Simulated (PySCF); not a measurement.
# AlNH2ClF (SMILES [NH2][Al]([F])[Cl]): MP2/pc-0

Aim: the vertical ionisation energy of AlNH2ClF at MP2/pc-0, from 2 runs. The job is set up through a Python script.

Program for the calculation: PySCF 2.14.0.

## (1) The structure to begin with

AlNH2ClF: 6 atoms, total charge 0, spin state singlet. As SMILES, `[NH2][Al]([F])[Cl]`. The coordinates come from a PBE0-D4/def2-TZVP relaxation.

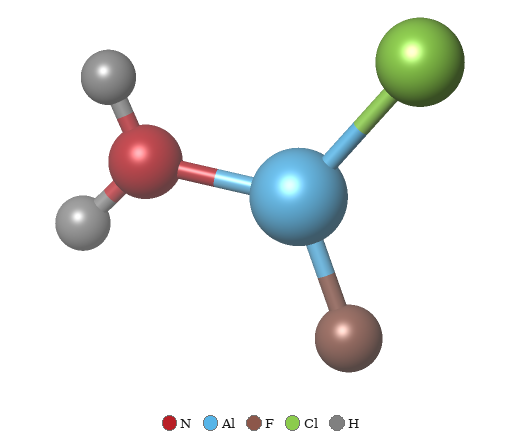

Viewed from a chosen angle; nitrogen red, aluminium blue, fluorine brown, chlorine green, hydrogen grey.

## (2) The energy at MP2/pc-0

File calc.py:

```python
from pyscf import gto, scf, mp

molecule = gto.M(
    atom=[
    ('N', (-0.112300, 0.982600, -0.025800)),
    ('Al', (0.152500, -0.739100, 0.092300)),
    ('F', (1.041800, -1.345500, 1.331100)),
    ('Cl', (-0.641100, -2.049400, -1.313600)),
    ('H', (0.246300, 1.661500, 0.624800)),
    ('H', (-0.645100, 1.426000, -0.754900)),
],
    verbose=4,
    basis='pc-0',
    max_memory=1860,
    spin=0,
)

hf = scf.RHF(molecule)
hf.conv_tol = 1e-10
hf.kernel()
if not hf.converged:
    hf = hf.newton().run(hf.mo_coeff, hf.mo_occ)

pt = mp.MP2(hf, frozen=12).run()
e_final = pt.e_tot
print(f'total energy: {e_final:.8f} hartree')
```

The run is started by

```sh
$ OMP_NUM_THREADS=1 python calc.py
```

What it wrote:

```text
PySCF version 2.14.0

[INPUT] num. atoms = 6
[INPUT] num. electrons = 48
[INPUT] charge = 0
[INPUT] spin (= nelec alpha-beta = 2S) = 0
[INPUT] symmetry False subgroup None
[INPUT] Mole.unit = angstrom
[INPUT] Symbol           X                Y                Z      unit          X                Y                Z       unit  Magmom
[INPUT]  1 N     -0.112300000000   0.982600000000  -0.025800000000 AA   -0.212216243789   1.856844889998  -0.048754934014 Bohr   0.0
[INPUT]  2 Al     0.152500000000  -0.739100000000   0.092300000000 AA    0.288183233996  -1.396696578666   0.174421721297 Bohr   0.0
[INPUT]  3 F      1.041800000000  -1.345500000000   1.331100000000 AA    1.968716676572  -2.542626500602   2.515414444409 Bohr   0.0
[INPUT]  4 Cl    -0.641100000000  -2.049400000000  -1.313600000000 AA   -1.211503418459  -3.872804719684  -2.482344237229 Bohr   0.0
[INPUT]  5 H      0.246300000000   1.661500000000   0.624800000000 AA    0.465439544480   3.139779955965   1.180700882628 Bohr   0.0
[INPUT]  6 H     -0.645100000000   1.426000000000  -0.754900000000 AA   -1.219062322957   2.694749453630  -1.426554251434 Bohr   0.0

nuclear repulsion = 197.663466596918
number of shells = 10
number of NR pGTOs = 86
number of NR cGTOs = 48
basis = pc-0
ecp = {}

******** <class 'pyscf.scf.hf.RHF'> ********
method = RHF
initial guess = minao
damping factor = 0
level_shift factor = 0
DIIS = <class 'pyscf.scf.diis.CDIIS'>
diis_start_cycle = 1
diis_space = 8
diis_damp = 0
SCF conv_tol = 1e-10
SCF conv_tol_grad = None
SCF max_cycles = 50
direct_scf = True
direct_scf_tol = 1e-13
Set gradient conv threshold to 1e-05
Initial guess from minao.
init E= -855.687875683545
  HOMO = -0.329041863814382  LUMO = 0.0189210386592085  gap/eV = 9.46855
cycle= 1 E= -855.790324794687  delta_E= -0.102  |g|= 0.503  |ddm|= 2.89
  HOMO = -0.429035372667157  LUMO = 0.099951484276681  gap/eV = 14.39447
cycle= 2 E= -855.836231146207  delta_E= -0.0459  |g|= 0.242  |ddm|= 0.524
  HOMO = -0.437372607064423  LUMO = 0.101156501326866  gap/eV = 14.65412
cycle= 3 E= -855.844682688314  delta_E= -0.00845  |g|= 0.0251  |ddm|= 0.145
  HOMO = -0.432058206350584  LUMO = 0.104311291889042  gap/eV = 14.59536
cycle= 4 E= -855.844938954286  delta_E= -0.000256  |g|= 0.00543  |ddm|= 0.0404
  HOMO = -0.43103981907809  LUMO = 0.104184142285226  gap/eV = 14.56419
cycle= 5 E= -855.844952645482  delta_E= -1.37e-05  |g|= 0.00169  |ddm|= 0.00856
  HOMO = -0.431219351331456  LUMO = 0.104081397486988  gap/eV = 14.56628
cycle= 6 E= -855.844954684868  delta_E= -2.04e-06  |g|= 0.000572  |ddm|= 0.00373
  HOMO = -0.43098422387911  LUMO = 0.104120503751053  gap/eV = 14.56094
cycle= 7 E= -855.844954923119  delta_E= -2.38e-07  |g|= 0.000216  |ddm|= 0.00125
  HOMO = -0.431007972799678  LUMO = 0.104123524555098  gap/eV = 14.56167
cycle= 8 E= -855.844954946787  delta_E= -2.37e-08  |g|= 3.22e-05  |ddm|= 0.000454
  HOMO = -0.430996427380097  LUMO = 0.104126942516492  gap/eV = 14.56145
cycle= 9 E= -855.844954947513  delta_E= -7.26e-10  |g|= 6.95e-06  |ddm|= 7.39e-05
  HOMO = -0.430995738407354  LUMO = 0.104127258851433  gap/eV = 14.56144
cycle= 10 E= -855.844954947548  delta_E= -3.52e-11  |g|= 1.22e-06  |ddm|= 1.55e-05
  HOMO = -0.430995907683277  LUMO = 0.104127226152373  gap/eV = 14.56144
Extra cycle  E= -855.844954947547  delta_E= 9.09e-13  |g|= 4.81e-07  |ddm|= 1.82e-06
converged SCF energy = -855.844954947547

******** <class 'pyscf.mp.mp2.RMP2'> ********
nocc = 12, nmo = 36
frozen orbitals 12
E(RMP2) = -856.097161332331  E_corr = -0.2522063847836
E(SCS-RMP2) = -856.09186391475  E_corr = -0.246908967202724
E_corr(same-spin) = -0.0643138783126106
E_corr(oppo-spin) = -0.187892506470989
total energy: -856.09716133 hartree
```

It took 1 s on 1 thread of Arm Neoverse V1, shared host; peak memory 0.12 GiB.

## (3) The doublet cation

File job.py:

```python
from pyscf import gto, scf, mp

mol = gto.M(
    atom='''
N   -0.112300   0.982600  -0.025800
Al   0.152500  -0.739100   0.092300
F    1.041800  -1.345500   1.331100
Cl  -0.641100  -2.049400  -1.313600
H    0.246300   1.661500   0.624800
H   -0.645100   1.426000  -0.754900
''',
    charge=1,
    max_memory=1860,
    spin=1,
    basis='pc-0',
    verbose=3,
)

mf = scf.UHF(mol)
mf.conv_tol = 1e-10
mf.kernel()
if not mf.converged:
    mf = mf.newton().run(mf.mo_coeff, mf.mo_occ)

pt = mp.MP2(mf, frozen=12).run()
etot = pt.e_tot
print('Final energy', etot)
```

The run is started by

```sh
$ OMP_NUM_THREADS=1 python job.py
```

What it wrote:

```text
converged SCF energy = -855.492534773334  <S^2> = 0.75584605  2S+1 = 2.0058375
E(UMP2) = -855.721331142295  E_corr = -0.22879636896117
E(SCS-UMP2) = -855.716733082303  E_corr = -0.22419830896948
Final energy -855.721331142295
```

Run time: 1.2 s. Hardware: 1 thread of Arm Neoverse V1, shared host; peak memory 0.12 GiB.

## (4) What came out

Level: MP2/pc-0, 12 core orbitals frozen.

| quantity | value |
| --- | --- |
| singlet AlNH2ClF: total energy | -856.09716 Eh |
| singlet AlNH2ClF: dipole moment (Hartree–Fock density) | 3.43 D |
| singlet AlNH2ClF: HOMO energy (Hartree–Fock orbitals) | -11.73 eV |
| singlet AlNH2ClF: LUMO energy (Hartree–Fock orbitals) | 2.83 eV |
| singlet AlNH2ClF: HOMO–LUMO gap (Hartree–Fock orbitals) | 14.56 eV |
| singlet AlNH2ClF: correlation energy (12 core orbitals frozen) | -252.2 mEh |
| doublet cation: total energy | -855.72133 Eh |
| doublet cation: HOMO energy (Hartree–Fock orbitals) (highest over α and β) | -17.74 eV |
| doublet cation: LUMO energy (Hartree–Fock orbitals) (lowest over α and β) | -7.97 eV |
| doublet cation: correlation energy (12 core orbitals frozen) | -228.8 mEh |
| doublet cation: ⟨S²⟩ of the reference determinant | 0.756 |
| vertical ionisation energy (to the doublet cation) | 10.227 eV |

**Reading.** The vertical ionisation energy comes to 10.23 eV (236 kcal/mol). Mulliken charges (singlet AlNH2ClF) of the mean-field density run from -1.08 on N1 to +1.36 on Al2. Mulliken charges (doublet cation) of the mean-field density run from -0.64 on N1 to +1.46 on Al2; they depend strongly on the basis.
